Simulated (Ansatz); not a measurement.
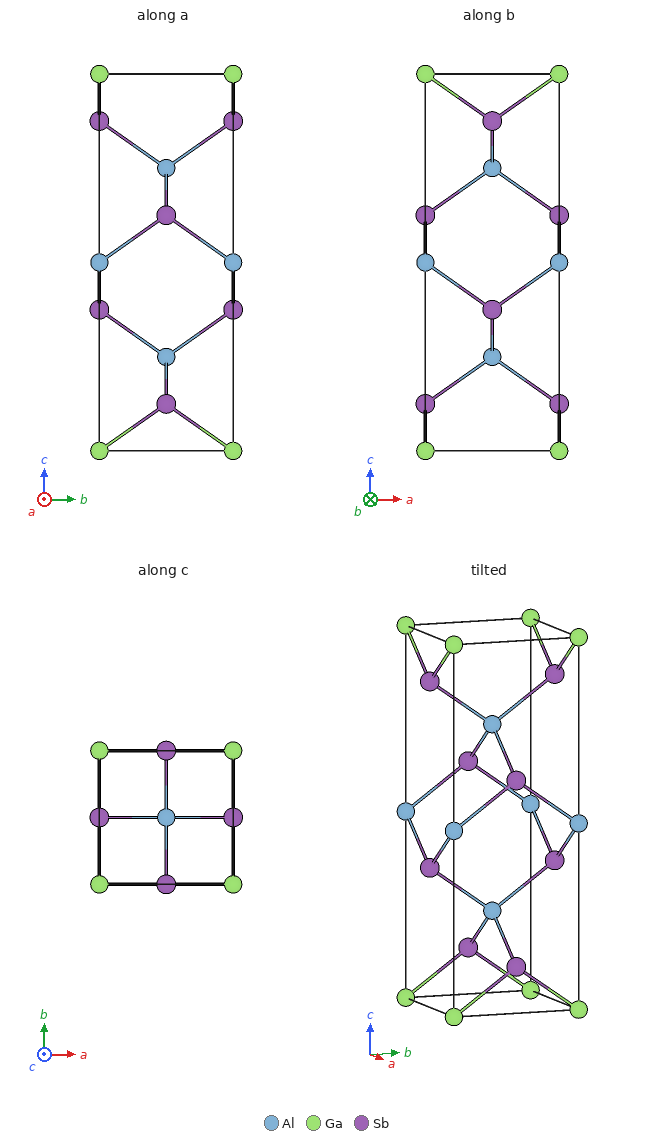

Ball-and-stick drawing of the structure, looking along the a axis, along the b axis, along the c axis and slightly off an axis. The conventional unit cell is drawn as a box.

Lattice parameters: a = 4.4054 Å, b = 4.4054 Å, c = 12.4130 Å, α = 90.000°, β = 90.000°, γ = 90.000°.

**Give the atomic positions as a CIF with its space group and independent sites.**

```cif
data_structure
_symmetry_space_group_name_H-M 'P -4 m 2'
_symmetry_Int_Tables_number 115
_cell_length_a 4.4054
_cell_length_b 4.4054
_cell_length_c 12.4130
_cell_angle_alpha 90.000
_cell_angle_beta 90.000
_cell_angle_gamma 90.000
_cell_volume 240.91
loop_
_atom_site_label
_atom_site_type_symbol
_atom_site_symmetry_multiplicity
_atom_site_Wyckoff_symbol
_atom_site_fract_x
_atom_site_fract_y
_atom_site_fract_z
_atom_site_occupancy
Al1 Al 2 f 0.5000 0.5000 0.2495 1
Al2 Al 1 d 0.0000 0.0000 0.5000 1
Ga1 Ga 1 a 0.0000 0.0000 0.0000 1
Sb1 Sb 2 g 0.5000 0.0000 0.3747 1
Sb2 Sb 2 g 0.5000 0.0000 0.8753 1
```

The model was built from a structure type filled with these elements by a generator (whether the compound takes this form wasn't checked). This is the structure after a relaxation with DFT PBE, scalar-relativistic, plane waves, PAW (Ansatz).
